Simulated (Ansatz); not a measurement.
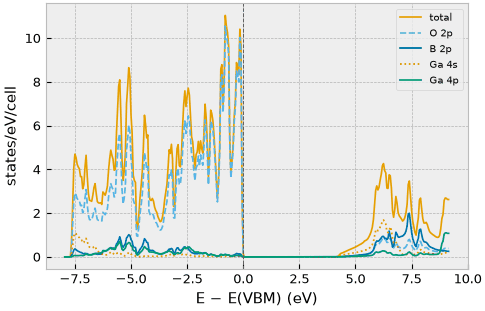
*Total and projected density of states of GaBO₃ in space group R-3c (No. 167; Ga on 6b, B on 6a, O on 18e), the program Ansatz at the PBEsol level (PAW)*

Q: Which orbitals carry the states next to the gap?

A: Top 1 eV of the valence band: O 2p 96 %. Bottom 1 eV of the conduction band: Ga 4s 45 %, O 2s 23 %, B 2p 11 %, O 2p 11 %. Projections are on Löwdin-orthogonalised atomic valence shells; empty p or d shells of many metals are not among them.

Q: Where is the tallest occupied peak in this window, and what makes it?

A: Near -0.8 eV, about 11 states/eV per cell; the largest projected share is O 2p.

The first step of the workflow began from a Materials Project structure, measured or hypothetical; the Crystallography Open Database files this formula in space group No. 167, but the cells were not matched. Its standing as an ambient phase is unchecked. Symmetry was held in the PBEsol relaxation; phonons on a q-mesh show no instability. Spin–orbit coupling is left out wherever it is not named.

Potentials: the later of the program's two PAW sets.
